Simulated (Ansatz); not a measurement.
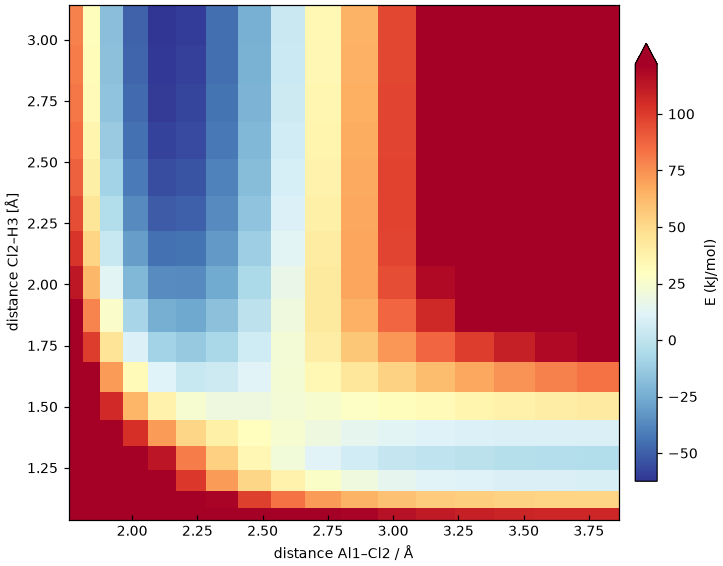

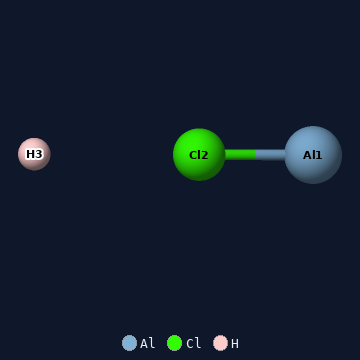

Energy landscape of the system Al + ClH, spin multiplicity 2. First axis: distance Al1–Cl2. Second axis: distance Cl2–H3. Nothing is relaxed (the angle Al1–Cl2–H3 is fixed at 180 degrees). The grid has 17 × 17 points. All energies are given in kJ/mol relative to Al far from the relaxed ClH (each part in its own basis). Energies and slopes of some neighbouring points disagree (a jump in structure or state, or too coarse a mesh). All numbers below come from UKS PBE0-D4/def2-TZVPD (Ansatz 0.2.0).

The picture shows one coloured cell a grid point, one colour for all values above the top of the scale. The second picture is the structure at the lowest point.

Where are the lowest and the highest points?

Answer. The lowest grid point is at distance Al1–Cl2 = 2.114 Å, distance Cl2–H3 = 3.064 Å, −62 kJ/mol from Al far from the relaxed ClH (each part in its own basis). It lies in a valley that leaves the map towards separated partners. The energy also falls towards the edge at distance Al1–Cl2 = 3.784 Å, distance Cl2–H3 = 1.291 Å (58 kJ/mol above the lowest), where a further well may lie outside the range. The highest grid point, distance Al1–Cl2 = 1.784 Å, distance Cl2–H3 = 1.064 Å, lies 581 kJ/mol above the lowest.

The input of one point:

```yaml
crystal:
  periodic: [false, false, false]
  atoms:
    - { symbol: Al, position_ang: [-2.114, 0.0, 0.0] }
    - { symbol: Cl, position_ang: [0.0, 0.0, 0.0] }
    - { symbol: H, position_ang: [3.064, 0.0, 0.0] }
magnetization:
  spin_polarized: true
  initial_magnetization: 1
basis:
  gaussian: { orbitals: def2-TZVPD }
hamiltonian:
  xc: pbe0
  dispersion: d4
output:
  forces: true
```

Each point was launched as `ansatz run input.yaml --threads 1 --pin off --max-ram 2560MiB --backend cpu --events-out ev --progress --plain --runs-dir out`. Time for the 289 points that were run: 34 min on 1 thread of Arm Neoverse V2, with other jobs on the host.
